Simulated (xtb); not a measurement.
Geometry relaxation, with input and output: BSiH5O (part 2 of 4)

Continued. System: BSiH5O, SMILES OB[SiH3]. Method: GFN1-xTB (xtb 6.7.1). The geometry comes from this level: GFN2-xTB.

Geometry of the input (Å):
```
O  -1.5421  0.4682  -0.7360
B  -0.2224  0.6010  -0.5974
Si 0.6566  -0.6116  0.6862
H  -2.0076  1.0425  -1.3475
H  0.3528  1.4274  -1.2311
H  0.1877  -0.4405  2.0706
H  2.1172  -0.4482  0.7639
H  0.4578  -2.0388  0.3913
```

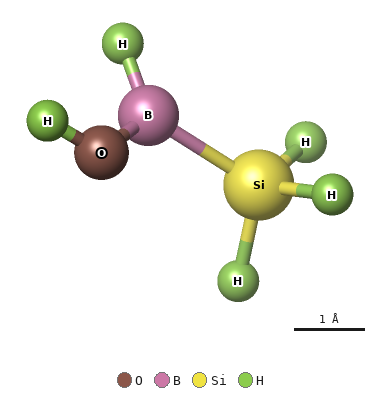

Figure 1. The starting structure (ball-and-stick view, seen at a tilt).

Output, continued:
```
........................................................................
.............................. CYCLE    8 ..............................
........................................................................

 iter      E             dE          RMSdq      gap      omega  full diag
   1    -10.7496097 -0.107496E+02  0.213E-01    3.59       0.0  T
   2    -10.7497778 -0.168113E-03  0.969E-02    3.60       1.0  T
   3    -10.7497798 -0.198798E-05  0.387E-02    3.60       1.0  T
   4    -10.7497799 -0.818987E-07  0.678E-03    3.60       5.2  T
   5    -10.7497799 -0.311106E-07  0.203E-03    3.60      17.4  T
   6    -10.7497799 -0.104567E-08  0.288E-04    3.60     122.7  T
   7    -10.7497799 -0.157371E-09  0.295E-05    3.60    1196.5  T
   8    -10.7497799 -0.281908E-11  0.358E-06    3.60    9877.9  T
     SCC iter.                  ...        0 min,  0.001 sec
     gradient                   ...        0 min,  0.002 sec
 * total energy  :   -10.6710418 Eh     change       -0.5754900E-03 Eh
   gradient norm :     0.0246492 Eh/α   predicted    -0.5370667E-03 (  -6.68%)
   displ. norm   :     0.2629083 α      lambda       -0.1424989E-02
   maximum displ.:     0.1506064 α      in ANC's #3, #8, #11, ...

........................................................................
.............................. CYCLE    9 ..............................
........................................................................

 iter      E             dE          RMSdq      gap      omega  full diag
   1    -10.7582202 -0.107582E+02  0.145E-01    3.64       0.0  T
   2    -10.7583626 -0.142355E-03  0.482E-02    3.63       1.0  T
   3    -10.7583633 -0.725554E-06  0.262E-02    3.63       1.3  T
   4    -10.7583633 -0.545803E-07  0.266E-03    3.63      13.3  T
   5    -10.7583634 -0.132042E-07  0.891E-04    3.63      39.7  T
   6    -10.7583634 -0.173467E-08  0.148E-04    3.63     238.4  T
   7    -10.7583634 -0.289013E-10  0.141E-05    3.63    2513.6  T
     SCC iter.                  ...        0 min,  0.000 sec
     gradient                   ...        0 min,  0.002 sec
 * total energy  :   -10.6716538 Eh     change       -0.6120426E-03 Eh
   gradient norm :     0.0128568 Eh/α   predicted    -0.7617423E-03 (  24.46%)
   displ. norm   :     0.3553833 α      lambda       -0.7394096E-03
   maximum displ.:     0.2826829 α      in ANC's #3, #8, #5, ...

........................................................................
.............................. CYCLE   10 ..............................
........................................................................

 iter      E             dE          RMSdq      gap      omega  full diag
   1    -10.7536159 -0.107536E+02  0.214E-01    3.63       0.0  T
   2    -10.7537459 -0.130073E-03  0.105E-01    3.63       1.0  T
   3    -10.7537473 -0.133962E-05  0.378E-02    3.63       1.0  T
   4    -10.7537473 -0.639680E-07  0.676E-03    3.63       5.2  T
   5    -10.7537474 -0.197523E-07  0.125E-03    3.63      28.3  T
   6    -10.7537474 -0.338384E-09  0.242E-04    3.63     145.8  T
   7    -10.7537474 -0.147200E-09  0.264E-05    3.63    1341.7  T
   8    -10.7537474 -0.189715E-11  0.359E-06    3.63    9854.6  T
     SCC iter.                  ...        0 min,  0.001 sec
     gradient                   ...        0 min,  0.002 sec
 * total energy  :   -10.6717988 Eh     change       -0.1449886E-03 Eh
   gradient norm :     0.0183208 Eh/α   predicted    -0.4163958E-03 ( 187.19%)
   displ. norm   :     0.2476891 α      lambda       -0.7926860E-03
   maximum displ.:     0.1810937 α      in ANC's #3, #5, #8, ...

........................................................................
.............................. CYCLE   11 ..............................
........................................................................

 iter      E             dE          RMSdq      gap      omega  full diag
   1    -10.7563447 -0.107563E+02  0.162E-01    3.68       0.0  T
   2    -10.7564329 -0.881980E-04  0.719E-02    3.68       1.0  T
   3    -10.7564340 -0.108720E-05  0.264E-02    3.68       1.3  T
   4    -10.7564340 -0.221068E-07  0.493E-03    3.68       7.2  T
   5    -10.7564340 -0.178419E-07  0.934E-04    3.68      37.9  T
   6    -10.7564340 -0.178598E-09  0.224E-04    3.68     157.7  T
   7    -10.7564340 -0.900897E-10  0.185E-05    3.68    1915.7  T
   8    -10.7564340 -0.122391E-11  0.231E-06    3.68   15283.6  T
     SCC iter.                  ...        0 min,  0.001 sec
     gradient                   ...        0 min,  0.002 sec
 * total energy  :   -10.6720347 Eh     change       -0.2358513E-03 Eh
   gradient norm :     0.0054305 Eh/α   predicted    -0.4206559E-03 (  78.36%)
   displ. norm   :     0.0837772 α      lambda       -0.2804801E-03
   maximum displ.:     0.0451062 α      in ANC's #6, #3, #5, ...

........................................................................
.............................. CYCLE   12 ..............................
........................................................................

 iter      E             dE          RMSdq      gap      omega  full diag
   1    -10.7570453 -0.107570E+02  0.248E-02    3.66       0.0  T
   2    -10.7570475 -0.214837E-05  0.115E-02    3.66       3.1  T
   3    -10.7570475 -0.600093E-07  0.440E-03    3.66       8.0  T
   4    -10.7570475  0.894365E-09  0.797E-04    3.66      44.4  T
   5    -10.7570476 -0.160856E-08  0.105E-04    3.66     336.8  T
   6    -10.7570476 -0.811085E-11  0.273E-05    3.66    1294.0  T
     SCC iter.                  ...        0 min,  0.000 sec
     gradient                   ...        0 min,  0.002 sec
 * total energy  :   -10.6721951 Eh     change       -0.1604127E-03 Eh
   gradient norm :     0.0051405 Eh/α   predicted    -0.1412236E-03 ( -11.96%)
   displ. norm   :     0.1033454 α      lambda       -0.1310350E-03
   maximum displ.:     0.0715445 α      in ANC's #3, #1, #8, ...

........................................................................
.............................. CYCLE   13 ..............................
........................................................................

 iter      E             dE          RMSdq      gap      omega  full diag
   1    -10.7569917 -0.107570E+02  0.382E-02    3.66       0.0  T
   2    -10.7570022 -0.104767E-04  0.151E-02    3.66       2.3  T
   3    -10.7570023 -0.997904E-07  0.686E-03    3.66       5.2  T
   4    -10.7570023 -0.346179E-08  0.123E-03    3.66      28.8  T
   5    -10.7570023 -0.164389E-08  0.223E-04    3.66     158.9  T
   6    -10.7570023 -0.351008E-10  0.302E-05    3.66    1169.4  T
   7    -10.7570023 -0.193445E-11  0.142E-06    3.66   24915.7  T
     SCC iter.                  ...        0 min,  0.000 sec
     gradient                   ...        0 min,  0.002 sec
 * total energy  :   -10.6722842 Eh     change       -0.8906172E-04 Eh
   gradient norm :     0.0063343 Eh/α   predicted    -0.6621636E-04 ( -25.65%)
   displ. norm   :     0.1074891 α      lambda       -0.1106933E-03
   maximum displ.:     0.0713320 α      in ANC's #1, #3, #8, ...

........................................................................
.............................. CYCLE   14 ..............................
........................................................................

 iter      E             dE          RMSdq      gap      omega  full diag
   1    -10.7568374 -0.107568E+02  0.318E-02    3.65       0.0  T
   2    -10.7568414 -0.399401E-05  0.158E-02    3.65       2.2  T
   3    -10.7568415 -0.512693E-07  0.623E-03    3.65       5.7  T
   4    -10.7568415 -0.139482E-08  0.110E-03    3.65      32.2  T
   5    -10.7568415 -0.820213E-09  0.169E-04    3.65     208.7  T
   6    -10.7568415 -0.145377E-10  0.313E-05    3.65    1131.3  T
     SCC iter.                  ...        0 min,  0.000 sec
     gradient                   ...        0 min,  0.002 sec
 * total energy  :   -10.6723431 Eh     change       -0.5894789E-04 Eh
   gradient norm :     0.0048216 Eh/α   predicted    -0.5598534E-04 (  -5.03%)
   displ. norm   :     0.0318228 α      lambda       -0.3542894E-04
   maximum displ.:     0.0217724 α      in ANC's #1, #3, #10, ...

........................................................................
.............................. CYCLE   15 ..............................
........................................................................

 iter      E             dE          RMSdq      gap      omega  full diag
   1    -10.7574392 -0.107574E+02  0.160E-02    3.65       0.0  T
   2    -10.7574397 -0.543246E-06  0.638E-03    3.65       5.5  T
   3    -10.7574397 -0.894207E-08  0.256E-03    3.65      13.8  T
   4    -10.7574397 -0.435083E-09  0.416E-04    3.65      85.0  T
   5    -10.7574397 -0.129919E-09  0.825E-05    3.65     428.6  T
   6    -10.7574397 -0.502354E-11  0.157E-05    3.65    2257.8  T
     SCC iter.                  ...        0 min,  0.000 sec
     gradient                   ...        0 min,  0.002 sec
 * total energy  :   -10.6723633 Eh     change       -0.2014357E-04 Eh
   gradient norm :     0.0016393 Eh/α   predicted    -0.1773289E-04 ( -11.97%)
   displ. norm   :     0.0207819 α      lambda       -0.8085324E-05
   maximum displ.:     0.0141202 α      in ANC's #3, #5, #1, ...

........................................................................
.............................. CYCLE   16 ..............................
........................................................................

 iter      E             dE          RMSdq      gap      omega  full diag
   1    -10.7575104 -0.107575E+02  0.545E-03    3.65       0.0  T
   2    -10.7575105 -0.579520E-07  0.264E-03    3.65      13.4  T
   3    -10.7575105 -0.291293E-08  0.872E-04    3.65      40.5  T
   4    -10.7575105  0.380833E-10  0.181E-04    3.65     195.8  T
   5    -10.7575105 -0.690950E-10  0.257E-05    3.65    1375.5  T
     SCC iter.                  ...        0 min,  0.000 sec
     gradient                   ...        0 min,  0.002 sec
 * total energy  :   -10.6723697 Eh     change       -0.6448268E-05 Eh
   gradient norm :     0.0009533 Eh/α   predicted    -0.4044630E-05 ( -37.28%)
   displ. norm   :     0.0106895 α      lambda       -0.3411285E-05
   maximum displ.:     0.0056008 α      in ANC's #3, #5, #1, ...

........................................................................
.............................. CYCLE   17 ..............................
........................................................................

 iter      E             dE          RMSdq      gap      omega  full diag
   1    -10.7573753 -0.107574E+02  0.856E-03    3.65       0.0  T
   2    -10.7573754 -0.964091E-07  0.421E-03    3.65       8.4  T
   3    -10.7573754 -0.580016E-08  0.569E-04    3.65      62.2  T
   4    -10.7573754 -0.203576E-09  0.224E-04    3.65     157.6  T
   5    -10.7573754 -0.308198E-10  0.483E-05    3.65     731.8  T
   6    -10.7573754 -0.120082E-11  0.483E-06    3.65    7323.8  T
     SCC iter.                  ...        0 min,  0.000 sec
     gradient                   ...        0 min,  0.002 sec
 * total energy  :   -10.6723713 Eh     change       -0.1570564E-05 Eh
   gradient norm :     0.0007091 Eh/α   predicted    -0.1706774E-05 (   8.67%)
   displ. norm   :     0.0067834 α      lambda       -0.9831024E-06
   maximum displ.:     0.0051989 α      in ANC's #1, #8, #16, ...

........................................................................
.............................. CYCLE   18 ..............................
........................................................................

 iter      E             dE          RMSdq      gap      omega  full diag
   1    -10.7573154 -0.107573E+02  0.334E-03    3.65       0.0  T
   2    -10.7573155 -0.345161E-07  0.137E-03    3.65      25.9  T
   3    -10.7573155 -0.326413E-09  0.647E-04    3.65      54.7  T
   4    -10.7573155 -0.388667E-11  0.633E-05    3.65     558.7  T
   5    -10.7573155 -0.110649E-10  0.661E-06    3.65    5348.1  T
     SCC iter.                  ...        0 min,  0.000 sec
     gradient                   ...        0 min,  0.002 sec
 * total energy  :   -10.6723718 Eh     change       -0.5237987E-06 Eh
   gradient norm :     0.0004109 Eh/α   predicted    -0.4907688E-06 (  -6.31%)
   displ. norm   :     0.0022114 α      lambda       -0.1966894E-06
   maximum displ.:     0.0012350 α      in ANC's #8, #2, #1, ...

   *** GEOMETRY OPTIMIZATION CONVERGED AFTER 18 ITERATIONS ***

------------------------------------------------------------------------
 total energy gain   :        -0.0046498 Eh       -2.9178 kcal/mol
 total RMSD          :         0.7656802 a0        0.4052 Å
 total power (kW/mol):        -0.6782237 (step) -226.4966 (real)
------------------------------------------------------------------------

 ANCopt (total)                0 d,  0 h,  0 min,  0.054 sec
 optimizer setup                ...        0 min,  0.000 sec (  0.072%)
 model hessian                  ...        0 min,  0.000 sec (  0.318%)
 ANC generation                 ...        0 min,  0.000 sec (  0.092%)
 coordinate transformation      ...        0 min,  0.000 sec (  0.065%)
 single point calculation       ...        0 min,  0.053 sec ( 97.537%)
 optimization log               ...        0 min,  0.000 sec (  0.657%)
 hessian update                 ...        0 min,  0.000 sec (  0.063%)
 rational function              ...        0 min,  0.000 sec (  0.693%)

================
 final structure:
================
8
 xtb: 6.7.1
O           -1.19991541584351        0.29679641502085       -0.48263111789875
B            0.08430101850590        0.78171326449402       -0.71674312716081
Si           0.65997847750792       -0.54165901665985        0.62053582440480
H           -2.00435645275439        0.60542560579998       -0.90952151568892
H            0.22020683715296        1.66217020097633       -1.51889988438806
H           -0.05903799030384       -0.25884728795573        1.84846132091600
H            2.06278028697434       -0.69899358030652        1.01035029968619
H            0.23604323876061       -1.84660560136908        0.14844820012956

 Bond Distances (Angstroems)
 ---------------------------
O1-B2=1.3925         O1-H4=0.9616         B2-O1=1.3925         B2-Si3=1.9675        B2-H5=1.1988         Si3-B2=1.9675
Si3-H6=1.4508        Si3-H7=1.4644        Si3-H8=1.4510        H4-O1=0.9616         H5-B2=1.1988         H6-Si3=1.4508
H7-Si3=1.4644        H8-Si3=1.4510
 B  H  Rav=1.1988 sigma=0.0000  Rmin=1.1988  Rmax=1.1988     1
 O  H  Rav=0.9616 sigma=0.0000  Rmin=0.9616  Rmax=0.9616     1
 O  B  Rav=1.3925 sigma=0.0000  Rmin=1.3925  Rmax=1.3925     1
 Si H  Rav=1.4554 sigma=0.0064  Rmin=1.4508  Rmax=1.4644     3
 Si B  Rav=1.9675 sigma=0.0000  Rmin=1.9675  Rmax=1.9675     1

 selected bond angles (degree)
 --------------------
H4-O1-B2=125.81                Si3-B2-O1= 85.49               H5-B2-O1=118.22                H5-B2-Si3=156.30
H6-Si3-B2=107.41               H7-Si3-B2=122.24               H7-Si3-H6=105.69               H8-Si3-B2=107.35
H8-Si3-H6=107.81               H8-Si3-H7=105.66

 selected dihedral angles (degree)
 ---------------------------------
Si3-B2-O1-H4=180.02           H5-B2-O1-H4=359.97            H6-Si3-B2-O1=302.27           H6-Si3-B2-H5=122.38
H7-Si3-B2-O1=180.08           H7-Si3-B2-H5=  0.19           H8-Si3-B2-O1= 57.98           H8-Si3-B2-H5=238.09
           -------------------------------------------------
          |                Final Singlepoint                |
           -------------------------------------------------
```
